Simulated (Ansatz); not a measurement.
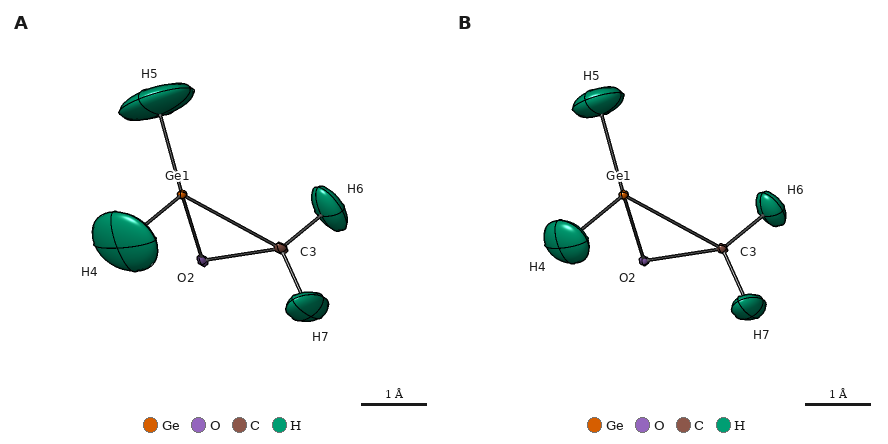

Displacement ellipsoids at the 50 % level, scaled by 1.5, from the internal vibrations of the free molecule (harmonic, no overall translation or rotation; no half-axis is drawn under 0.075 Å). Vibrations computed with RKS PBE0-D4/def2-TZVP (Ansatz 0.2.0). One panel is for 298 K, the other for 900 K.

> Which panel is for 900 K?

A.

> How much does the mean-square displacement of H5 grow, and why?

U_eq goes from 0.0225 to 0.0440 Å², a factor of 2.0. Modes below kT (626 cm⁻¹ at 900 K) grow about in proportion to T, and the lowest lies at 452 cm⁻¹; the mean-square amplitude of a mode is its zero-point value times coth(ħω/2kT), which comes close to 1 only above about 3kT.
